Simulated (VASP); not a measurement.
Band structure of FeCo (relaxed from the CuPt structure, space group R-3m). Level of theory: PBEsol GGA, VASP's PBE PAW potentials (set 64) (plane waves; VASP).

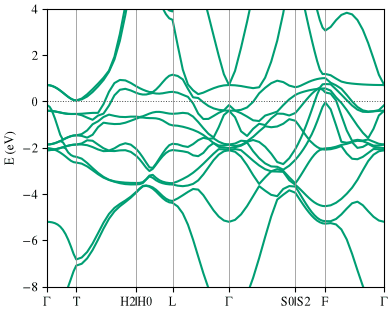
Figure: Bands along high-symmetry lines, zero at the valence-band maximum or, without a gap, the Fermi level

Question: Read the plot: is there a gap, and where are the band edges?

Answer: It has no gap at this level: it comes out as a metal or semimetal. (Edges off the drawn lines would not show.)

The structure was generated: FeCo was put into the CuPt type (R-3m), which need not be its known phase. It was relaxed first, which changed the volume by +9 %. The run is not spin-polarised, so no magnetic state was tried. The electron count is odd and the run is not spin-polarised, which forces a metal.
